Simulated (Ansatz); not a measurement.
**Cl₂H₅NO₂Si₂: up Jacob's ladder to CCSD(T)**

Aim: compute Cl₂H₅NO₂Si₂ with functionals from several rungs and with coupled cluster, and see how far each lands from CCSD(T) at the basis-set limit for the atomisation energy.

Program: Ansatz 0.2.0, Gaussian basis. Level of theory: functionals in def2-TZVPP, the program's frozen cores in correlated methods. These are calculated values, not measurements.

The runs, in order: PBE-D4, r2SCAN-D4, PBE0-D4, B3LYP-D4, ωB97X-V, ωB97M-V, B2PLYP; CCSD(T)/def2-TZVPP; MP2/def2-QZVPP; extrapolation to the limit.

## Step 1: The geometry

An earlier PBE0-D4 in a triple-zeta def2 set relaxation fixed the geometry.

SMILES `O[Si](O)(Cl)N[SiH2]Cl`, 12 atoms, charge 0, spin multiplicity 1.

Atoms are counted from 1 here; the program's logs count them from 0.

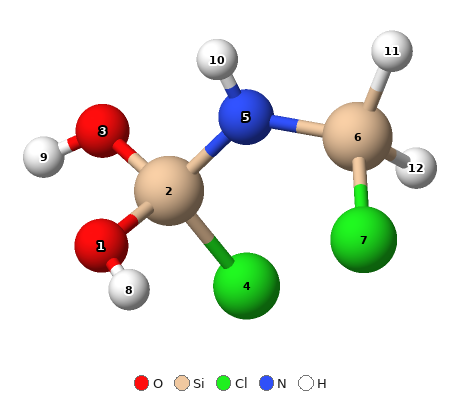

The structure; oxygen red, silicon light orange, chlorine green, nitrogen blue, hydrogen white; atoms are numbered from 1 in the order of the file.

## Step 2: PBE-D4 (GGA)

File in.yaml:

```yaml
crystal:
  periodic: [false, false, false]
  atoms:
    - {symbol: O, position_ang: [0.946753, -1.374751, -1.456547]}
    - {symbol: Si, position_ang: [0.341187, -1.067438, 0.025117]}
    - {symbol: O, position_ang: [1.256932, -1.901568, 1.072022]}
    - {symbol: Cl, position_ang: [-1.628388, -1.637448, 0.047555]}
    - {symbol: N, position_ang: [0.355603, 0.568241, 0.508801]}
    - {symbol: Si, position_ang: [-0.859627, 1.766243, 0.335313]}
    - {symbol: Cl, position_ang: [-1.332851, 2.070989, -1.653836]}
    - {symbol: H, position_ang: [0.467735, -1.029614, -2.212473]}
    - {symbol: H, position_ang: [1.605363, -2.741591, 0.767466]}
    - {symbol: H, position_ang: [1.278354, 0.931169, 0.711973]}
    - {symbol: H, position_ang: [-0.311879, 3.036857, 0.858393]}
    - {symbol: H, position_ang: [-2.119192, 1.378900, 0.996216]}
basis:
  gaussian: {orbitals: def2-TZVPP}
hamiltonian: {xc: pbe, dispersion: d4}
output: {forces: true, orbitals: {seedname: orbitals}}
```

Run with:

```bash
$ ansatz run in.yaml --threads 2 --pin off --events-out ev --progress --plain --max-ram 22528MiB --backend cuda --devices 0, --max-vram 18GiB
```

Further steps of the session: r2SCAN-D4 (meta-GGA); PBE0-D4 (hybrid); B3LYP-D4 (hybrid); ωB97X-V (range-separated); ωB97M-V (range-separated); B2PLYP (double hybrid); CCSD(T) in def2-TZVPP; MP2 in def2-QZVPP.

Q: Predict the results of all the runs planned. Wanted: atomisation energy, CCSD(T)/CBS; farthest; mean size of error, hybrid; mean size of error, range-separated; gap, smallest and largest; T1 diagnostic; triples share of the correlation energy.

As calculated:

| quantity | value |
| --- | --- |
| atomisation energy, CCSD(T)/CBS | 4497.6 kJ/mol |
| functionals within 22.5 kJ/mol (0.5 %) | PBE-D4, r2SCAN-D4, ωB97X-V, ωB97M-V |
| farthest | B2PLYP (-95.9 kJ/mol) |
| mean size of error, hybrid | 60.0 kJ/mol |
| mean size of error, range-separated | 3.4 kJ/mol |
| gap, smallest and largest | 6.33 eV (PBE-D4), 13.03 eV (ωB97X-V) |
| T1 diagnostic | 0.0104 |
| triples share of the correlation energy | 3.8 % |

**Reading.** PBE-D4 is off by +16.6 kJ/mol. Double hybrids carry the basis error of their MP2 part in triple zeta, and no dispersion term here, so their miss is partly the set-up's. Misses under about 22.5 kJ/mol are within the doubt on the reference itself, which lacks core-valence correlation, relativity and higher excitations. Hartree-Fock recovers 71 % of the binding; the rest is correlation. The gap grows from 6.3 to 13.0 eV across the functionals, mostly with the share of exact exchange.
